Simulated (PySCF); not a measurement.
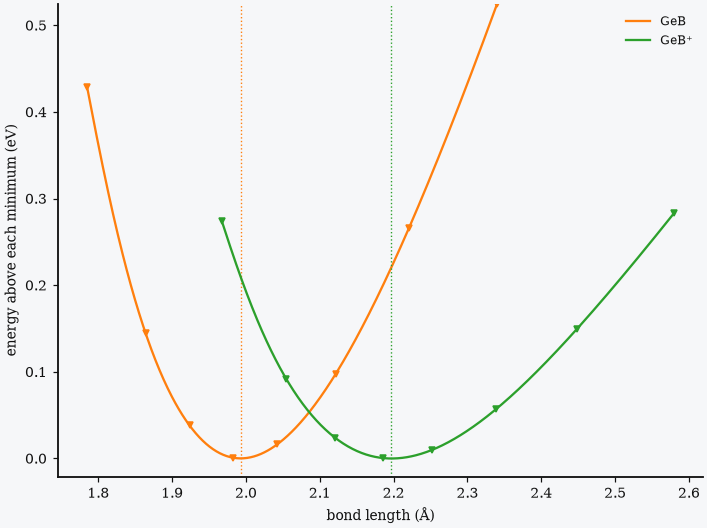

Bond curves of GeB, quartet (excess alpha electrons: σ +1, πx +1, πy +1) and GeB⁺, triplet (excess alpha electrons: σ +1, πx +1), each counted from its own minimum; dotted lines mark the fitted bond lengths. CCSD(T)/def2-TZVPPD, PySCF 2.14.0, on the lowest solution that a PBE0 search found for each, one reference determinant (UHF and UHF) with the occupation held, inner shells frozen, no spin-orbit coupling.

Q: What does removing an electron do to the bond?

A: re goes from 1.993 to 2.197 Å (+0.204 Å) and ωe from 636 to 451 cm⁻¹ (−29 %). The electron leaves a π orbital, which by this response is bonding in effect.

Q: And the dissociation energies?

A: De is 2.96 eV for GeB and 2.27 eV for GeB⁺, each to its own lowest fragments (Ge + B; Ge⁺ + B) in their ground configurations, without counterpoise.

Limits of at least one run: lowest determinant of a PBE0 search, another state may lie lower; no scalar relativity; spin-orbit coupling is left out; it can lower the fragment Ge more than the molecule, and De with it; spin-orbit coupling is left out; it can lower the fragment Ge⁺ more than the molecule, and De with it.
